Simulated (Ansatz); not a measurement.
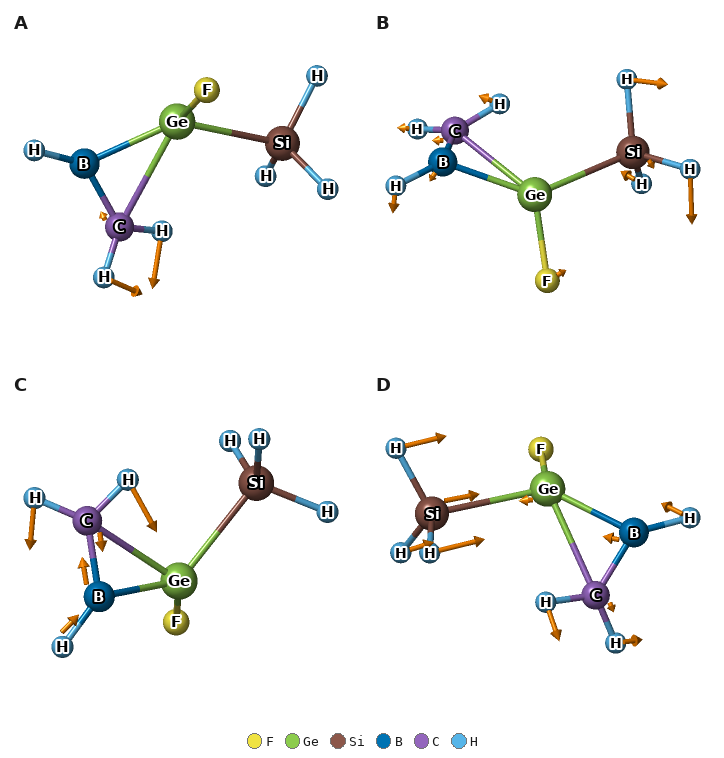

4 normal modes of one molecule or complex, as arrows. Harmonic vibrations computed with RKS PBE0-D4/def2-TZVP (Ansatz 0.2.0) at a stationary point of the same level.

Match the panels to the wavenumbers 116 cm⁻¹, 343 cm⁻¹, 1237 cm⁻¹, 1461 cm⁻¹.

Answer. A: 1461 cm⁻¹
B: 116 cm⁻¹
C: 1237 cm⁻¹
D: 343 cm⁻¹
